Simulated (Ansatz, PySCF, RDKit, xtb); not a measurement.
# MoNH2SOF: ranking a sample of isomers, part 2 of 2

Which of a sample of isomers of MoNH2SOF is the most stable in the gas at 298.15 K, and what are its properties? The sample is small against all isomers, and the most stable one of this formula need not be in it. One structure proposed beforehand is put among the starts (marked given), to see whether the search confirms or beats it.

xtb, Ansatz and PySCF; isolated molecules. Earlier steps stand in the parts before.

## Step 12: Putting it together

Energies in kcal/mol from c085; G adds the thermal terms to the CCSD(T)/def2-SVP + MP2/def2-TZVPP - MP2/def2-SVP energy.

| label | SMILES | spin | PBE0-D4/def2-SVP | HF/def2-SVP | MP2/def2-SVP | CCSD(T)/def2-SVP + MP2/def2-TZVPP - MP2/def2-SVP | G | share at equilibrium | T1 |
| --- | --- | --- | --- | --- | --- | --- | --- | --- | --- |
| c085 | [NH2][Mo](=[O])([F])=[S] | singlet | 0.0 | 0.0 | 0.0 | 0.0 | 0.0 | 100.0 % | 0.024 |
| c085t | [NH2][Mo]([O])([F])[S] ‡ | triplet | 43.7 | 3.8 | 66.8 | 48.7 | 46.4 | < 0.1 % | 0.029 |
| c538 | [O][MoH]1([FH])[N][S]1 ‡ | singlet | 109.2 | 117.0 | 105.4 | 94.5 | 91.0 | < 0.1 % | 0.033 |

‡ marks the bonded skeleton alone, with all bonds drawn single: no Lewis structure was assigned that passes a check against the bond lengths.

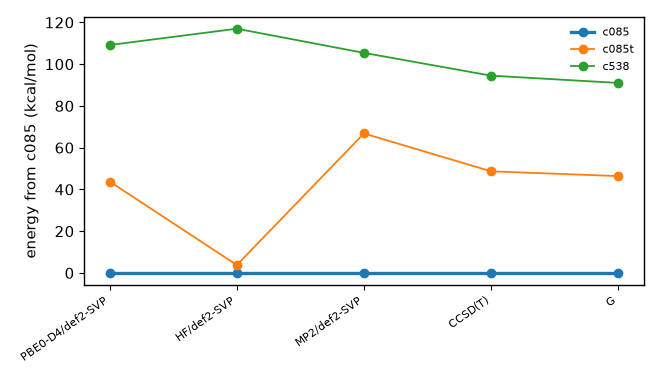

The finalists at each level, measured from c085.

Lowest found: c085, `[NH2][Mo](=[O])([F])=[S]`, a singlet of point group C1. Bond lengths: F1–Mo2 1.849 Å, Mo2–N3 1.902 Å, Mo2–O4 1.665 Å, Mo2–S5 2.114 Å, N3–H6 1.017 Å, N3–H7 1.018 Å. Angles: F1–Mo2–N3 110.3°, F1–Mo2–O4 110.6°, F1–Mo2–S5 110.3°, N3–Mo2–O4 107.1°, N3–Mo2–S5 107.7°, O4–Mo2–S5 110.7°, Mo2–N3–H6 125.0°, Mo2–N3–H7 122.3°, H6–N3–H7 111.5°.

```xyz
7

F    -0.5482   -2.1123   -0.5375
Mo    0.3640   -0.5109   -0.3928
N    -0.7016    0.7742    0.5187
O     0.6987    0.1108   -1.9006
S     2.1427   -0.7774    0.7187
H    -0.6817    0.9436    1.5215
H    -1.2128    1.5040    0.0265
```

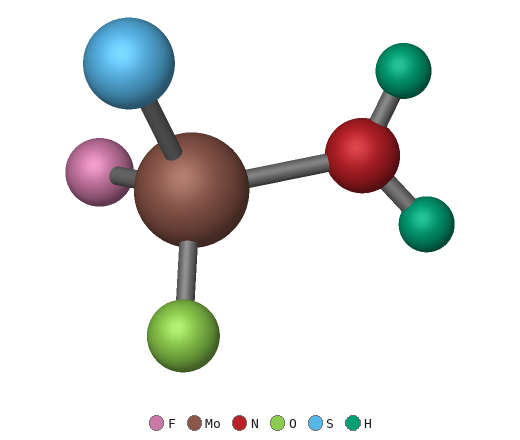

The lowest structure found, seen from a chosen angle (fluorine pink, molybdenum brown, nitrogen red, oxygen green, sulfur blue, hydrogen teal).

## Step 13: Density, orbitals and dipole (PBE0/def2-TZVPD)

Contents of input.yaml:

```yaml
crystal:
  periodic: [false, false, false]
  atoms:
    - {symbol: F, position_ang: [-0.548189, -2.112300, -0.537503]}
    - {symbol: Mo, position_ang: [0.364046, -0.510859, -0.392847]}
    - {symbol: "N", position_ang: [-0.701565, 0.774203, 0.518715]}
    - {symbol: O, position_ang: [0.698739, 0.110765, -1.900618]}
    - {symbol: S, position_ang: [2.142733, -0.777443, 0.718694]}
    - {symbol: H, position_ang: [-0.681746, 0.943586, 1.521478]}
    - {symbol: H, position_ang: [-1.212818, 1.504049, 0.026481]}
basis:
  gaussian:
    orbitals: def2-TZVPD
hamiltonian:
  xc: pbe0
output:
  forces: true
  orbitals: {seedname: orbitals}
```

Launch:

```
$ ansatz run input.yaml --threads 2 --pin off --max-ram 5220MiB --events-out events.jsonl --progress --plain --runs-dir runs
```

Log, cut to the lines that bear on the results:

```text
Warning: RAYON_NUM_THREADS=2 ignored (pool sized by the plan → 2); use --threads N
Functional definition: PBE0
  name "PBE0"
[...]
1355 factors; their error is unknown
[...]
mean field -18975.11624135 eV, -697.3226600738 hartree, gradient 5.4e-5 eV, S^2 0.000000; 0 other end points of the search recorded, 0 dependent functions left out
[...]
reference -18975.11629444 eV, -697.3226620249 hartree; 28, 28 occupied and 193, 193 virtual orbitals, 1355 factors
Total energy: -18975.11629444 eV, -697.3226620249 hartree
Atom 0 at    -0.548189    -2.112300    -0.537503 Å, force    -0.024178    -0.053893    -0.013448 eV/Å
Atom 1 at     0.364046    -0.510859    -0.392847 Å, force     0.154888    -0.054182     0.170030 eV/Å
Atom 2 at    -0.701565     0.774203     0.518715 Å, force    -0.262103     0.346860     0.219375 eV/Å
Atom 3 at     0.698739     0.110765    -1.900618 Å, force     0.030515     0.042339    -0.145110 eV/Å
Atom 4 at     2.142733    -0.777443     0.718694 Å, force    -0.084733     0.000077    -0.059540 eV/Å
Atom 5 at    -0.681746     0.943586     1.521478 Å, force     0.019793    -0.058211    -0.305716 eV/Å
Atom 6 at    -1.212818     1.504049     0.026481 Å, force     0.165818    -0.222990     0.134409 eV/Å
Dipole moment:    -0.458666     0.494982     0.366182 e Å
```

Wall time 8.7 s (2 threads of Arm Neoverse V1, shared host); peak memory 0.62 GiB.

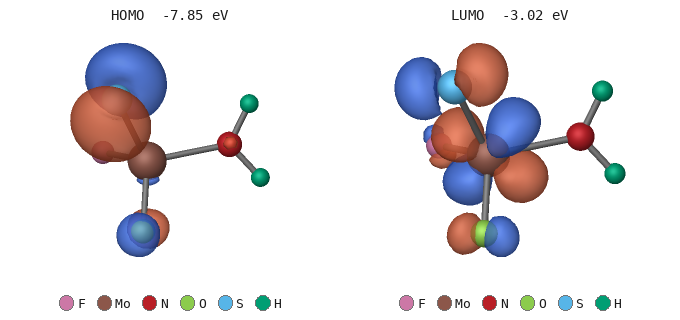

Frontier orbitals of this run, surfaces at ±0.2 Å^-3/2.

## Step 14: Frequencies after a tight-binding relaxation (GFN2-xTB)

Contents of start.xyz:

```xyz
7
c085
F     -0.548189    -2.112300    -0.537503
Mo     0.364046    -0.510859    -0.392847
N     -0.701565     0.774203     0.518715
O      0.698739     0.110765    -1.900618
S      2.142733    -0.777443     0.718694
H     -0.681746     0.943586     1.521478
H     -1.212818     1.504049     0.026481
```

Launch:

```
$ xtb start.xyz --gfn 2 --ohess tight
```

Log, cut to the lines that bear on the results:

```text
* xtb version 6.7.1
[...]
          :  # basis functions                  34          :
[...]
          :  # electrons                        32          :
[...]
          :  Hamiltonian                  GFN2-xTB          :
[...]
          :  net charge                          0          :
          :  unpaired electrons                  0          :
[...]
   *** convergence criteria satisfied after 17 iterations ***
[...]
   *** GEOMETRY OPTIMIZATION CONVERGED AFTER 7 ITERATIONS ***
[...]
   *** convergence criteria satisfied after 3 iterations ***
[...]
         ::                     SUMMARY                     ::
         :::::::::::::::::::::::::::::::::::::::::::::::::::::
         :: total energy             -18.171576254061 Eh    ::
         :: gradient norm              0.000535131178 Eh/a0 ::
         :: HOMO-LUMO gap              2.596638417578 eV    ::
         ::.................................................::
         :: SCC energy               -18.265558840895 Eh    ::
         :: -> isotropic ES            0.102103390522 Eh    ::
         :: -> anisotropic ES         -0.000665499296 Eh    ::
         :: -> anisotropic XC          0.004736986251 Eh    ::
         :: -> dispersion             -0.005357202718 Eh    ::
         :: repulsion energy           0.093982586835 Eh    ::
         :: add. restraining           0.000000000000 Eh    ::
         :: total charge               0.000000000000 e     ::
         :::::::::::::::::::::::::::::::::::::::::::::::::::::
[...]
        16        2.0000           -0.4076507             -11.0927 (HOMO)
        17                         -0.3122260              -8.4961 (LUMO)
[...]
     #   Z          covCN         q      C6AA      α(0)
     1   9          0.736    -0.288    12.190     4.123
     2  42          3.320     0.933   346.269    44.771
     3   7          2.574    -0.379    29.798     8.107
     4   8          0.804    -0.455    22.828     6.404
     5  16          0.919    -0.271   150.687    20.763
     6   1          0.862     0.230     0.966     1.540
     7   1          0.863     0.229     0.971     1.543
[...]
          | TOTAL ENERGY              -18.171576254061 Eh   |
          | TOTAL ENTHALPY            -18.133889993597 Eh   |
          | TOTAL FREE ENERGY         -18.173972342826 Eh   |
          | GRADIENT NORM               0.000535135585 Eh/α |
[...]
```

Run time: 0.14 s. Hardware: 2 threads of Arm Neoverse V1, shared host.

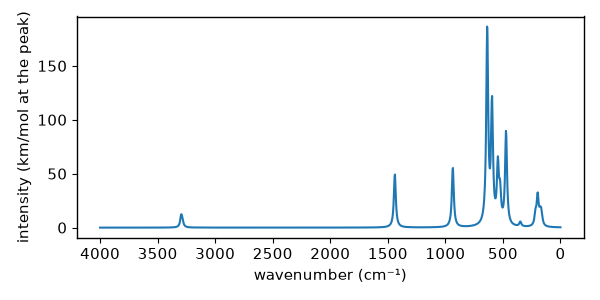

Harmonic infrared spectrum, unscaled, lines broadened by 10 cm⁻¹.

## Step 15: Electronic excitations (TD-PBE0/def2-SVPD)

An in-house driver calls PySCF's response routines at TD-PBE0/def2-SVPD; it has no typed input.

Log:

```text
coarse grid: 35032 points
cycle   1  E = -696.6475820525  dE = -7.451e+00  |g| = 1.124e+00  |ddm| = 4.360e+00
cycle   2  E = -693.8199435246  dE =  2.828e+00  |g| = 3.758e+00  |ddm| = 3.263e+00
cycle   3  E = -696.8134237293  dE = -2.993e+00  |g| = 6.441e-01  |ddm| = 2.776e+00
cycle   4  E = -696.8795785444  dE = -6.615e-02  |g| = 3.272e-01  |ddm| = 8.286e-01
cycle   5  E = -696.8901272293  dE = -1.055e-02  |g| = 2.177e-01  |ddm| = 5.143e-01
cycle   6  E = -696.9029977037  dE = -1.287e-02  |g| = 7.445e-02  |ddm| = 2.926e-01
cycle   7  E = -696.9041842961  dE = -1.187e-03  |g| = 1.644e-02  |ddm| = 8.373e-02
cycle   8  E = -696.9042486434  dE = -6.435e-05  |g| = 3.359e-03  |ddm| = 1.872e-02
cycle   9  E = -696.9042509251  dE = -2.282e-06  |g| = 5.846e-04  |ddm| = 3.663e-03
final grid: 70704 points
cycle  10  E = -696.9041577462  dE =  1.726e-07  |g| = 1.183e-03  |ddm| = 2.816e-03
cycle  11  E = -696.9041553776  dE =  2.369e-06  |g| = 3.253e-03  |ddm| = 4.235e-03
cycle  12  E = -696.9041580614  dE = -2.684e-06  |g| = 4.232e-04  |ddm| = 3.291e-03
cycle  13  E = -696.9041581026  dE = -4.123e-08  |g| = 6.454e-05  |ddm| = 4.102e-04
cycle  14  E = -696.9041581035  dE = -8.891e-10  |g| = 2.393e-05  |ddm| = 9.982e-05
converged SCF energy = -696.9041581035

Static polarisability (au): isotropic 72.293, principal 57.704 67.412 91.762

Singlet excitations
state   eV       nm        f      main configurations
  1   3.0753    403.2   0.00037   H->L 0.97
  2   3.6243    342.1   0.00056   H->L+1 0.67, H-1->L 0.32
  3   4.0348    307.3   0.01302   H-1->L+1 0.86
  4   4.2692    290.4   0.02249   H-2->L 0.37, H-1->L 0.32, H->L+1 0.15
  5   4.4569    278.2   0.01306   H-2->L 0.58, H-1->L 0.13
  6   4.9909    248.4   0.02188   H-2->L+1 0.65, H-3->L+1 0.08
  7   5.0064    247.7   0.00288   H->L+2 0.70, H->L+3 0.21
  8   5.0963    243.3   0.00507   H->L+3 0.58, H-3->L 0.28, H->L+2 0.11

Triplet excitations (Tamm-Dancoff, eV): 2.7251 2.8196 3.2130
```

Run time: 11 s. Hardware: 2 threads of Arm Neoverse V1, shared host.

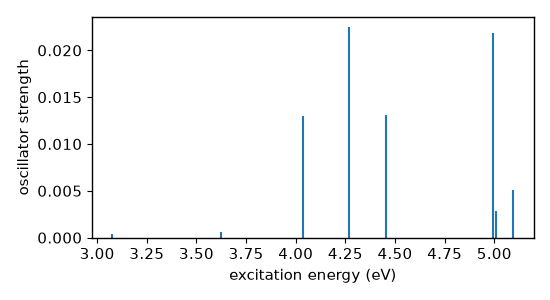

Vertical excitations as sticks.

The roots found:

```csv
excited state,energy (eV),strength
1,3.075,0.0004
2,3.624,0.0006
3,4.035,0.0130
4,4.269,0.0225
5,4.457,0.0131
6,4.991,0.0219
7,5.006,0.0029
8,5.096,0.0051
```

## Step 16: The cation at the same geometry (PBE0/def2-TZVPD)

Changes to input.yaml since step 13:

```diff
@@ -1 +1,4 @@
+basis:
+  gaussian:
+    orbitals: def2-TZVPD
 crystal:
@@ -10,9 +13,7 @@
     - {symbol: H, position_ang: [-1.212818, 1.504049, 0.026481]}
-basis:
-  gaussian:
-    orbitals: def2-TZVPD
+total_charge: 1
+magnetization:
+  spin_polarized: true
+  initial_magnetization: 1
 hamiltonian:
-  xc: pbe0
-output:
-  forces: true
-  orbitals: {seedname: orbitals}
+  xc: {name: PBE0}
```

Launch:

```
$ ansatz run input.yaml --threads 2 --pin off --max-ram 5220MiB --events-out events.jsonl --progress --plain --runs-dir runs
```

Log:

```text
Warning: RAYON_NUM_THREADS=2 ignored (pool sized by the plan → 2); use --threads N
[... 2 set-up lines as earlier in the session ...]
  parameter a = 0.25
  parameter kappa = 0.804
  parameter beta = 0.06672455060314922
  exchange = (1 - a)*pbe_x(kappa = kappa, mu = beta*pi^2/3) + a*exact_x
  correlation = pbe_c(beta = beta)
1355 factors; their error is unknown
mean field evaluation 1: about -18938.8333 eV, gradient 8.4e1 eV
mean field evaluation 2: about -18697.6388 eV, gradient 2.3e2 eV
mean field evaluation 4: about -18952.5223 eV, gradient 5.8e1 eV
mean field evaluation 8: about -18965.1794 eV, gradient 9.5e-1 eV
mean field evaluation 16: about -18965.2962 eV, gradient 1.6e-2 eV
mean field evaluation 32: about -18965.2962 eV, gradient 7.9e-5 eV
mean field -18965.29616173 eV, -696.9617788043 hartree, gradient 2.1e-5 eV, S^2 0.768815; 4 other end points of the search recorded, 0 dependent functions left out
reference -18965.29620832 eV, -696.9617805164 hartree; 28, 27 occupied and 193, 194 virtual orbitals, 1355 factors
Total energy: -18965.29620832 eV, -696.9617805164 hartree
```

Wall time 39 s (2 threads of Arm Neoverse V1, shared host); peak memory 1.1 GiB.

Difference from the parent: 9.82 eV.

## Step 17: The anion at the same geometry (PBE0/def2-TZVPD)

Contents of input.yaml:

```yaml
basis:
  gaussian:
    orbitals: def2-TZVPD
crystal:
  periodic: [false, false, false]
  atoms:
    - {symbol: F, position_ang: [-0.548189, -2.112300, -0.537503]}
    - {symbol: Mo, position_ang: [0.364046, -0.510859, -0.392847]}
    - {symbol: N, position_ang: [-0.701565, 0.774203, 0.518715]}
    - {symbol: O, position_ang: [0.698739, 0.110765, -1.900618]}
    - {symbol: S, position_ang: [2.142733, -0.777443, 0.718694]}
    - {symbol: H, position_ang: [-0.681746, 0.943586, 1.521478]}
    - {symbol: H, position_ang: [-1.212818, 1.504049, 0.026481]}
scf:
  lower_state_search: "off"
hamiltonian:
  xc: {name: PBE0}
magnetization:
  spin_polarized: true
  initial_magnetization: 1
total_charge: -1
```

Launch:

```
$ ansatz run input.yaml --threads 2 --pin off --max-ram 5220MiB --events-out events.jsonl --progress --plain --runs-dir runs
```

Log, cut to the lines that bear on the results:

```text
Warning: RAYON_NUM_THREADS=2 ignored (pool sized by the plan → 2); use --threads N
[... 2 set-up lines as earlier in the session ...]
[...]
1355 factors; their error is unknown
[...]
mean field -18976.29579138 eV, -697.3660077379 hartree, gradient 7.1e-6 eV, S^2 0.755326; 0 other end points of the search recorded, 0 dependent functions left out
reference -18976.29583866 eV, -697.3660094755 hartree; 29, 28 occupied and 192, 193 virtual orbitals, 1355 factors
Total energy: -18976.29583866 eV, -697.3660094755 hartree
Checks for a lower state left out: stability, starts, cluster_reference, orbital_swaps, neighbouring_geometries, increment
```

Run time: 11 s. Hardware: 2 threads of Arm Neoverse V1, shared host; peak memory 0.69 GiB.

Parent less the species with the added electron: 1.18 eV.

## Step 18: The triplet at the same geometry (PBE0/def2-TZVPD)

Contents of input.yaml:

```yaml
crystal:
  periodic: [false, false, false]
  atoms:
    - {symbol: F, position_ang: [-0.548189, -2.112300, -0.537503]}
    - {symbol: Mo, position_ang: [0.364046, -0.510859, -0.392847]}
    - {symbol: "N", position_ang: [-0.701565, 0.774203, 0.518715]}
    - {symbol: O, position_ang: [0.698739, 0.110765, -1.900618]}
    - {symbol: S, position_ang: [2.142733, -0.777443, 0.718694]}
    - {symbol: H, position_ang: [-0.681746, 0.943586, 1.521478]}
    - {symbol: H, position_ang: [-1.212818, 1.504049, 0.026481]}
basis:
  gaussian: {orbitals: def2-TZVPD}
total_charge: 0
magnetization: {spin_polarized: true, initial_magnetization: 2}
hamiltonian: {xc: {name: PBE0}}
```

Launch:

```
$ ansatz run input.yaml --threads 2 --pin off --max-ram 5220MiB --events-out events.jsonl --progress --plain --runs-dir runs
```

Log, cut to the lines that bear on the results:

```text
Warning: RAYON_NUM_THREADS=2 ignored (pool sized by the plan → 2); use --threads N
[... 7 set-up lines as earlier in the session ...]
1355 factors; their error is unknown
mean field evaluation 1: about -18958.7918 eV, gradient 6.2e1 eV
mean field evaluation 2: about -18831.9803 eV, gradient 1.8e2 eV
mean field evaluation 4: about -18970.7841 eV, gradient 2.1e1 eV
mean field evaluation 8: about -18972.4036 eV, gradient 4.6e-1 eV
mean field evaluation 16: about -18972.5153 eV, gradient 4.8e-2 eV
mean field evaluation 32: about -18972.5191 eV, gradient 2.8e-5 eV
mean field -18972.51914127 eV, -697.2272184061 hartree, gradient 4.5e-6 eV, S^2 2.011639; 6 other end points of the search recorded, 0 dependent functions left out
reference -18972.51919668 eV, -697.2272204427 hartree; 29, 27 occupied and 192, 194 virtual orbitals, 1355 factors
Total energy: -18972.51919668 eV, -697.2272204427 hartree
```

Wall time 49 s (2 threads of Arm Neoverse V1, shared host); peak memory 1.1 GiB.

It lies 2.60 eV above the singlet.

## Step 19: Results

What follows sums up all 2 parts.

```
                                                   quantity                                                                  value
                                     lowest structure found                                  [NH2][Mo](=[O])([F])=[S], singlet, C1
                                              next finalist           [NH2][Mo]([O])([F])[S] ‡, triplet, 46.4 kcal/mol higher in G
                  share at equilibrium, among the finalists                                                                100.0 %
                                                     funnel  8 starts, 3 minima at GFN2-xTB, 6 screening runs, 3 relaxed, 3 ranked
                                       CPU time of all runs                                                                 30 min
harmonic wavenumbers, lowest and highest (PBE0-D4/def2-SVP)                                                      187 and 3679 cm⁻¹
                        rotational constants, same geometry                                          0.1101, 0.07575, 0.06941 cm⁻¹
                            dipole moment (PBE0/def2-TZVPD)                                                                 3.69 D
                              HOMO energy (PBE0/def2-TZVPD)                                                               -7.85 eV
                              LUMO energy (PBE0/def2-TZVPD)                                                               -3.02 eV
                            HOMO–LUMO gap (PBE0/def2-TZVPD)                                                                4.83 eV
                      lowest excitation (TD-PBE0/def2-SVPD)                                                    3.08 eV (f = 0.000)
               strongest of the states computed, same level                                                    4.27 eV (f = 0.022)
        lowest triplet excitation, same level, Tamm-Dancoff                                                                2.73 eV
                                 vertical ionisation energy                                                                9.82 eV
                                 vertical electron affinity                                                                1.18 eV
                              vertical triplet less singlet                                                               +2.60 eV
```

In words: The lowest structure found is `[NH2][Mo](=[O])([F])=[S]`. Among the finalists first place is clear (46.4 kcal/mol); structures outside the list aren't covered. PBE0-D4/def2-SVP, HF/def2-SVP and MP2/def2-SVP already put its bonding pattern lowest among the structures in one piece. The largest share of the time went into the vibrations (34 %). A large T1 diagnostic among the finalists warns that one reference determinant may not suffice. It concerns: the winner; the finalist [O][MoH]1([FH])[N][S]1 ‡ (singlet). Spin-orbit coupling, which matters for elements this heavy, is left out. The structure proposed beforehand is the winner. The search is not exhaustive (a finite list of starts, one conformer a finalist), so a lower isomer can't be ruled out. Only 1 drawn pattern was tried, so whole families of isomers are missing, and the result ranks this sample alone.

‡ marks the bonded skeleton alone, with all bonds drawn single: no Lewis structure was assigned that passes a check against the bond lengths.
